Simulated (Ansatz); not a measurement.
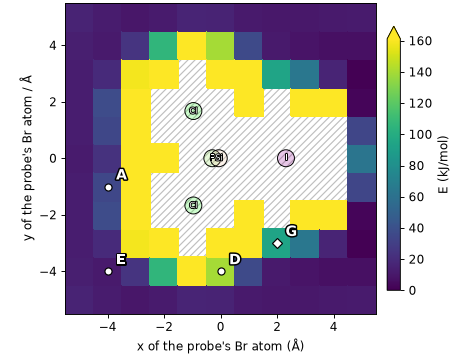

Cl₂FISi (SMILES F[Si](Cl)(Cl)I) with the probe Br-. The probe is moved over the molecule's main plane. Coordinates scanned: (1) x of the probe's Br atom; (2) y of the probe's Br atom. Nothing is relaxed (molecule and probe rigid). Grid: 11 × 11 points; 48 points were computed and 43 follow by symmetry. At 30 points there is no value (left out of the scan, as a rule where atoms come close). Energies are in kJ/mol, from the lowest grid point. Theory: RHF/def2-SVPD (Ansatz).

In the figure: one coloured cell a grid point, labelled circles for the molecule's atoms, projected on the plane, one colour for all values above the top of the scale, hatched blanks where no value was computed, lettered points.

### Is E the lowest point of the computed grid?

No. E lies 11 kJ/mol above the lowest grid point, which is at x of the probe's Br atom = 5 Å, y of the probe's Br atom = −3 Å.

### Rank the lettered points by energy, lowest first.

E (11 kJ/mol), A (34 kJ/mol), G (94 kJ/mol), D (139 kJ/mol).
